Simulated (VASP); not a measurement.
Band structure of BaTe (rock salt). Calculation: MS2 meta-GGA, VASP's PBE PAW potentials (set 64) (plane waves; VASP 6.6.1).

Unless said otherwise, spin-orbit coupling is left out, though it shifts the bands of the heavy elements here.

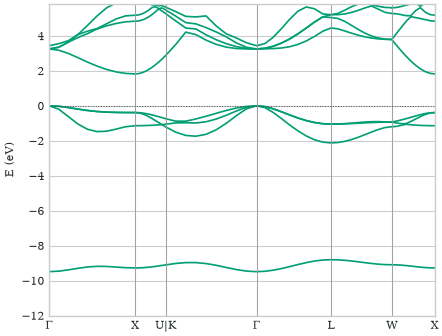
Fig. 1. Bands along high-symmetry lines, zero at the valence-band maximum or, without a gap, the Fermi level

Task: Read the plot: is there a gap, and where are the band edges?

Result: The gap is indirect, 1.82 eV, from the valence maximum at Γ to the conduction minimum at X.

The compound is BaTe in the rock salt structure. It was relaxed first.
